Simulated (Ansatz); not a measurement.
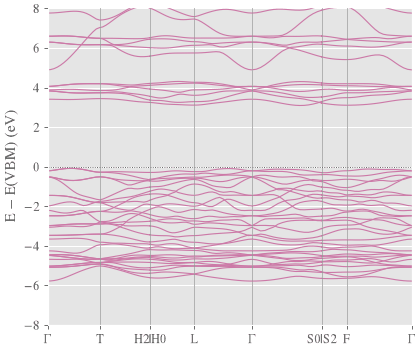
Figure: Band structure from DFT-PBEsol in the program Ansatz with PAW potentials

The gap is 3.07 eV; an edge lies off the plotted path or next to a special point (maximum off the standard path, minimum off the standard path).

Q: Which compound is it?
A. B, α-B12
B. TaAgO3, R-3c (Ta on 6b, Ag on 6a, O on 18e)
C. CrI3, R-3 (Cr on 6c, I on 18f)
D. TiZnO3, R-3 (Ti on 6c, Zn on 6c, O on 18f)

A: D, TiZnO3, R-3 (Ti on 6c, Zn on 6c, O on 18f)

The workflow started from a Materials Project entry (that database holds measured and hypothetical structures alike); the Crystallography Open Database copy checked does not list it. Its standing as an ambient phase is unchecked. The PBEsol relaxation kept the symmetry of its start; whether a distortion lowers the energy is not shown. No spin polarisation was allowed.

Potentials: the later of the program's two PAW sets.
